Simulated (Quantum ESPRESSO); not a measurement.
# Collinear magnetic orders of two Fe on Si sites of Si, 2.35 Å apart with Quantum ESPRESSO

A self-consistent run ends on one state, which hangs on the start. Several orders of two Fe on Si sites of Si, 2.35 Å apart are started in Quantum ESPRESSO and their energies compared.

Calculated with Quantum ESPRESSO 7.5; PBE; plane waves with GBRV 1.5 PBE potentials, no spin-orbit coupling.

## 1. The starting structure

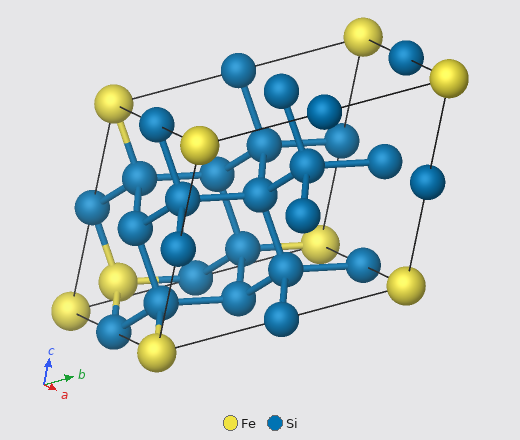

The starting structure, seen slightly off an axis (iron yellow, silicon blue). Bonds to atoms that aren't drawn are left out. Some periodic images of atoms are drawn too.

The cell holds 16 atoms: 2 Fe and 14 Si. Its edges and angles: a = 7.681 Å, b = 7.681 Å, c = 7.681 Å, α = 60.0°, β = 60.0°, γ = 60.0°. It derives from Si.

The lattice constants of the host were typed from memory of published values.

## 2. Run 1 (ferro ++)

The signs are those of the starting moments on the seeded atoms, the atoms that are given a moment.

Input file pw.in:

```
&CONTROL
  calculation = 'scf'
  prefix = 'pwscf'
  outdir = './tmp'
  pseudo_dir = './pseudo'
  disk_io = 'nowf'
/
&SYSTEM
  ibrav = 0
  celldm(1) = 8
  nat = 16
  ntyp = 2
  ecutwfc = 40
  ecutrho = 280
  nbnd = 64
  occupations = 'smearing'
  smearing = 'fd'
  degauss = 0.00367493
  nspin = 2
  starting_magnetization(1) = 0.2188
  starting_magnetization(2) = 0
/
&ELECTRONS
  conv_thr = 3.2d-08
  electron_maxstep = 150
  mixing_beta = 0.3
/
ATOMIC_SPECIES
Fe     55.8450 fe_pbe_v1.5.uspp.F.UPF
Si     28.0850 si_pbe_v1.uspp.F.UPF
CELL_PARAMETERS alat
   0.0000000000000    1.2828878228553    1.2828878228553
   1.2828878228553    0.0000000000000    1.2828878228553
   1.2828878228553    1.2828878228553    0.0000000000000
ATOMIC_POSITIONS crystal
Fe      0.0000000000    0.0000000000    0.0000000000
Fe      0.1250000000    0.1250000000    0.1250000000
Si      0.0000000000    0.0000000000    0.5000000000
Si      0.1250000000    0.1250000000    0.6250000000
Si      0.0000000000    0.5000000000    0.0000000000
Si      0.1250000000    0.6250000000    0.1250000000
Si      0.0000000000    0.5000000000    0.5000000000
Si      0.1250000000    0.6250000000    0.6250000000
Si      0.5000000000    0.0000000000    0.0000000000
Si      0.6250000000    0.1250000000    0.1250000000
Si      0.5000000000    0.0000000000    0.5000000000
Si      0.6250000000    0.1250000000    0.6250000000
Si      0.5000000000    0.5000000000    0.0000000000
Si      0.6250000000    0.6250000000    0.1250000000
Si      0.5000000000    0.5000000000    0.5000000000
Si      0.6250000000    0.6250000000    0.6250000000
K_POINTS automatic
4 4 4 0 0 0
```

On the command line:

```
OMP_NUM_THREADS=1 mpirun -n 4 pw.x -nk 4 -in pw.in > pw.out
```

Log:

```text
Program PWSCF v.7.5 starts

     Message from routine setup:
     using ibrav=0 with symmetry is DISCOURAGED, use correct ibrav instead

     K-points division:     npool     =       4
     Subspace diagonalization in iterative solution of the eigenvalue problem:

     G-vector sticks info
     --------------------
     sticks:   dense  smooth     PW     G-vecs:    dense   smooth      PW
     Sum        4069    2335    649               171471    74129   10849

     Using Slab Decomposition

     bravais-lattice index     =            0
     lattice parameter (alat)  =       8.0000  a.u.
     unit-cell volume          =    2162.0514 (a.u.)^3
     number of atoms/cell      =           16
     number of atomic types    =            2
     number of electrons       =        88.00
     number of Kohn-Sham states=           64
     kinetic-energy cutoff     =      40.0000  Ry
     charge density cutoff     =     280.0000  Ry
     scf convergence threshold =      3.2E-08
     mixing beta               =       0.3000
     number of iterations used =            8  plain     mixing
     Exchange-correlation= SLA  PW   PBE  PBE
                           (   1   4   3   4   0   0   0)

     celldm(1)=   8.000000  celldm(2)=   0.000000  celldm(3)=   0.000000
     celldm(4)=   0.000000  celldm(5)=   0.000000  celldm(6)=   0.000000

     crystal axes: (cart. coord. in units of alat)
               a(1) = (   0.000000   1.282888   1.282888 )
               a(2) = (   1.282888   0.000000   1.282888 )
               a(3) = (   1.282888   1.282888   0.000000 )

     reciprocal axes: (cart. coord. in units 2 pi/alat)
               b(1) = ( -0.389746  0.389746  0.389746 )
               b(2) = (  0.389746 -0.389746  0.389746 )
               b(3) = (  0.389746  0.389746 -0.389746 )

     PseudoPot. # 1 for Fe read from file:
     fe_pbe_v1.5.uspp.F.UPF
     Pseudo is Ultrasoft + core correction, Zval = 16.0
     Generated by new atomic code, or converted to UPF format
     Using radial grid of  861 points,  6 beta functions with:
                l(1) =   0
                l(2) =   0
                l(3) =   1
                l(4) =   1
                l(5) =   2
                l(6) =   2
     Q(r) pseudized with  8 coefficients,  rinner =    1.000   1.000   1.000
                                                       1.000   1.000

     PseudoPot. # 2 for Si read from file:
     si_pbe_v1.uspp.F.UPF
     Pseudo is Ultrasoft + core correction, Zval =  4.0
     Generated by new atomic code, or converted to UPF format
     Using radial grid of  899 points,  6 beta functions with:
                l(1) =   0
                l(2) =   0
                l(3) =   1
                l(4) =   1
                l(5) =   2
                l(6) =   2
     Q(r) pseudized with  8 coefficients,  rinner =    0.900   0.900   0.900
                                                       0.900   0.900

     atomic species   valence    mass     pseudopotential
     Fe               16.00    55.84500     Fe( 1.00)
     Si                4.00    28.08500     Si( 1.00)

     Starting magnetic structure
     atomic species   magnetization
     Fe              0.219
     Si              0.000

      6 Sym. Ops. (no inversion) found

   Cartesian axes

     site n.     atom                  positions (alat units)
         1        Fe     tau(   1) = (   0.0000000   0.0000000   0.0000000  )
         2        Fe     tau(   2) = (   0.3207220   0.3207220   0.3207220  )
         3        Si     tau(   3) = (   0.6414439   0.6414439   0.0000000  )
         4        Si     tau(   4) = (   0.9621659   0.9621659   0.3207220  )
         5        Si     tau(   5) = (   0.6414439   0.0000000   0.6414439  )
         6        Si     tau(   6) = (   0.9621659   0.3207220   0.9621659  )
         7        Si     tau(   7) = (   1.2828878   0.6414439   0.6414439  )
         8        Si     tau(   8) = (   1.6036098   0.9621659   0.9621659  )
         9        Si     tau(   9) = (   0.0000000   0.6414439   0.6414439  )
        10        Si     tau(  10) = (   0.3207220   0.9621659   0.9621659  )
        11        Si     tau(  11) = (   0.6414439   1.2828878   0.6414439  )
        12        Si     tau(  12) = (   0.9621659   1.6036098   0.9621659  )
        13        Si     tau(  13) = (   0.6414439   0.6414439   1.2828878  )
        14        Si     tau(  14) = (   0.9621659   0.9621659   1.6036098  )
        15        Si     tau(  15) = (   1.2828878   1.2828878   1.2828878  )
        16        Si     tau(  16) = (   1.6036098   1.6036098   1.6036098  )

     number of k points=    13  Fermi-Dirac smearing, width (Ry)=  0.0037
                       cart. coord. in units 2pi/alat
        k(    1) = (   0.0000000   0.0000000   0.0000000), wk =   0.0156250
        k(    2) = (   0.0974364   0.0974364  -0.0974364), wk =   0.0937500
        k(    3) = (  -0.1948728  -0.1948728   0.1948728), wk =   0.0468750
        k(    4) = (   0.1948728   0.0000000   0.0000000), wk =   0.0937500
        k(    5) = (  -0.0974364  -0.2923093   0.2923093), wk =   0.1875000
        [... 8 further k-points ...]

     Dense  grid:   171471 G-vectors     FFT dimensions: (  80,  80,  80)

     Smooth grid:    74129 G-vectors     FFT dimensions: (  60,  60,  60)

     Check: negative core charge=   -0.000008
     Generating pointlists ...
     new r_m :   0.2291 (alat units)  1.8332 (a.u.) for type    1
     new r_m :   0.2291 (alat units)  1.8332 (a.u.) for type    2

     Initial potential from superposition of free atoms

     starting charge      85.9906, renormalised to      88.0000
     Starting wfcs are   82 randomized atomic wfcs

     Self-consistent Calculation

     iteration #  1     ecut=    40.00 Ry     beta= 0.30
     Davidson diagonalization with overlap
     ethr =  1.00E-02,  avg # of iterations =  3.8

     total energy              =    -626.29039908 Ry
     estimated scf accuracy    <      21.22713490 Ry

     total magnetization       =     0.95 Bohr mag/cell
     absolute magnetization    =     1.09 Bohr mag/cell

     iteration #  2     ecut=    40.00 Ry     beta= 0.30
     Davidson diagonalization with overlap
     ethr =  1.00E-02,  avg # of iterations =  4.4

     total energy              =    -631.64393890 Ry
     estimated scf accuracy    <      93.89727147 Ry

     total magnetization       =     0.23 Bohr mag/cell
     absolute magnetization    =     0.30 Bohr mag/cell

     iteration #  3     ecut=    40.00 Ry     beta= 0.30
     Davidson diagonalization with overlap
     ethr =  1.00E-02,  avg # of iterations =  5.5

     total energy              =    -634.59895105 Ry
     estimated scf accuracy    <       4.72687627 Ry

     total magnetization       =     3.91 Bohr mag/cell
     absolute magnetization    =     4.66 Bohr mag/cell

     [... further iterations left out ...]

     iteration # 17     ecut=    40.00 Ry     beta= 0.30
     Davidson diagonalization with overlap
     ethr =  3.39E-10,  avg # of iterations =  2.9

     total energy              =    -634.76934835 Ry
     estimated scf accuracy    <       0.00000025 Ry

     total magnetization       =     3.95 Bohr mag/cell
     absolute magnetization    =     5.12 Bohr mag/cell

     iteration # 18     ecut=    40.00 Ry     beta= 0.30
     Davidson diagonalization with overlap
     ethr =  2.87E-10,  avg # of iterations =  1.6

     total energy              =    -634.76934842 Ry
     estimated scf accuracy    <       0.00000003 Ry

     total magnetization       =     3.95 Bohr mag/cell
     absolute magnetization    =     5.12 Bohr mag/cell

     iteration # 19     ecut=    40.00 Ry     beta= 0.30
     Davidson diagonalization with overlap
     ethr =  3.71E-11,  avg # of iterations =  3.5

     total energy              =    -634.76934846 Ry
     estimated scf accuracy    <       0.00000003 Ry

     total magnetization       =     3.95 Bohr mag/cell
     absolute magnetization    =     5.12 Bohr mag/cell

     iteration # 20     ecut=    40.00 Ry     beta= 0.30
     Davidson diagonalization with overlap
     ethr =  3.71E-11,  avg # of iterations =  1.2

     Magnetic moment per site  (integrated on atomic sphere of radius R)
     atom   1 (R=0.229)  charge= 14.1169  magn=  2.0443
     atom   2 (R=0.229)  charge= 14.1170  magn=  2.0448
     atom   3 (R=0.229)  charge=  1.8123  magn= -0.0412
     atom   4 (R=0.229)  charge=  1.8123  magn= -0.0412
     atom   5 (R=0.229)  charge=  1.8123  magn= -0.0412
     atom   6 (R=0.229)  charge=  1.8123  magn= -0.0412
     atom   7 (R=0.229)  charge=  1.8183  magn=  0.0071
     atom   8 (R=0.229)  charge=  1.8183  magn=  0.0071
     atom   9 (R=0.229)  charge=  1.8123  magn= -0.0412
     atom  10 (R=0.229)  charge=  1.8123  magn= -0.0412
     atom  11 (R=0.229)  charge=  1.8183  magn=  0.0071
     atom  12 (R=0.229)  charge=  1.8183  magn=  0.0071
     atom  13 (R=0.229)  charge=  1.8183  magn=  0.0071
     atom  14 (R=0.229)  charge=  1.8183  magn=  0.0071
     atom  15 (R=0.229)  charge=  1.8238  magn= -0.0002
     atom  16 (R=0.229)  charge=  1.8238  magn= -0.0002

     End of self-consistent calculation

     [... lines left out ...]
     the Fermi energy is     6.3155 ev

!    total energy              =    -634.76934847 Ry
     estimated scf accuracy    <       0.00000001 Ry
     smearing contrib. (-TS)   =      -0.00250767 Ry
     internal energy E=F+TS    =    -634.76684080 Ry

     The total energy is F=E-TS. E is the sum of the following terms:
     one-electron contribution =    -509.16102642 Ry
     hartree contribution      =     286.15806821 Ry
     xc contribution           =    -118.36651406 Ry
     ewald contribution        =    -293.39736854 Ry

     total magnetization       =     3.95 Bohr mag/cell
     absolute magnetization    =     5.12 Bohr mag/cell

     convergence has been achieved in  20 iterations

=------------------------------------------------------------------------------=
   JOB DONE.
=------------------------------------------------------------------------------=
```

Elapsed: 3.1 min, on 4 MPI ranks of Intel Xeon Platinum 8488C (Sapphire Rapids), shared host; peak memory 1.6 GiB; 13 min of CPU time.

Spin moment in the atom's sphere by atom:

```csv
atom,spin moment in the atom's sphere (μB)
Fe1,2.04
Fe2,2.04
Si3,-0.04
Si4,-0.04
Si5,-0.04
Si6,-0.04
Si7,0.01
Si8,0.01
Si9,-0.04
Si10,-0.04
Si11,0.01
Si12,0.01
Si13,0.01
Si14,0.01
Si15,0.00
Si16,0.00
```

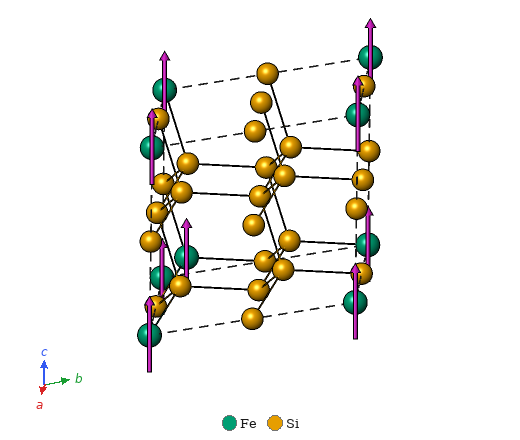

Spin moment in the atom's sphere as arrows, the longest 2.04 μB. Up and down stand for the sign. Arrows give size and sign along the axis of quantisation, drawn up and down the page. Bonds to atoms that aren't drawn are left out. Some periodic images of atoms are drawn too.

Numbers from this step:

- smearing term TS: 0.03412 eV
- magnetization: 3.95 μB
- absolute magnetization: 5.121 μB
- final state: ferromagnetic

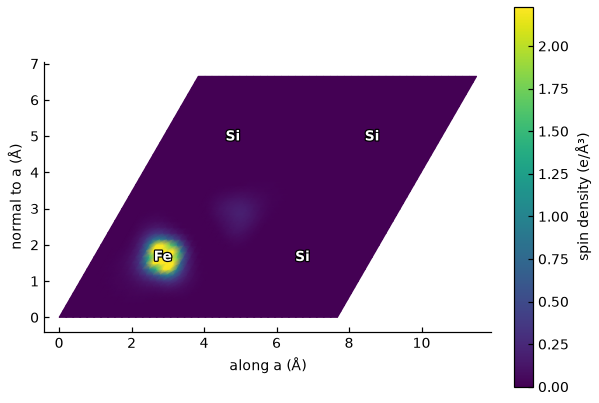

Spin density in the ac plane at fractional y = 0.000, with atoms of Fe and Si within 0.2 Å of it. The map starts off the cell's origin, so that atoms lie inside it.

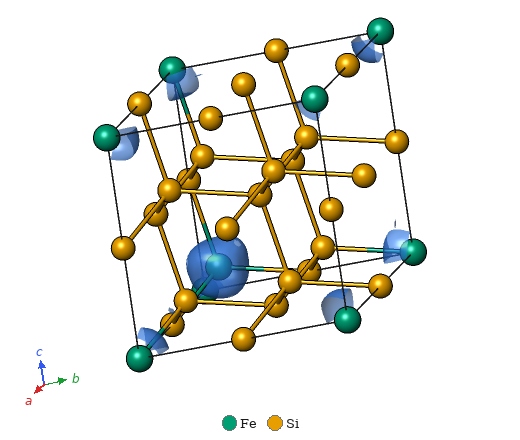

Surface of spin density = 0.19 e/Å³, which holds about 70 % of the integral of its size. Bonds to atoms that aren't drawn are left out.

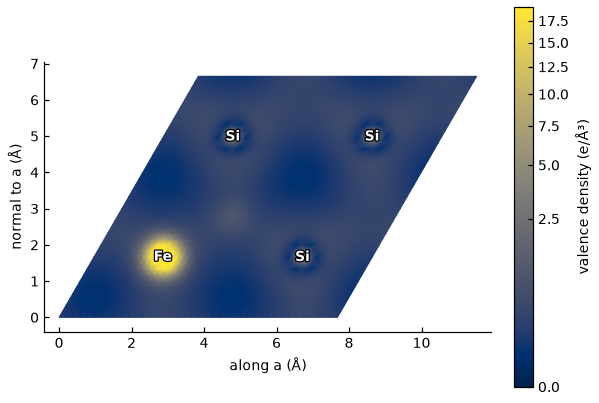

Valence density in the ac plane at fractional y = 0.000, with atoms of Fe and Si within 0.2 Å of it. It is the smooth field of the valence electrons, not physical close to the nuclei. The map starts off the cell's origin, so that atoms lie inside it. The colour scale is stretched toward low values.

[end of part 1 of 2]

[Logs and program files are shortened in this print: banners, set-up blocks, solver, clock and traceback lines can be left out without a mark of their own.]

[Logs are printed without paths, hosts, clocks, repeated set-up lines and the standing remarks that a program may print on its own settings, such as how far it seeks lower states.]

[Hosts, paths, dates, database ids (printed as entryN), source tags and the programs' standing remarks are cut or masked in the printed files.]

[Where a cell is said to come from a database of computed structures, the database is the Materials Project.]
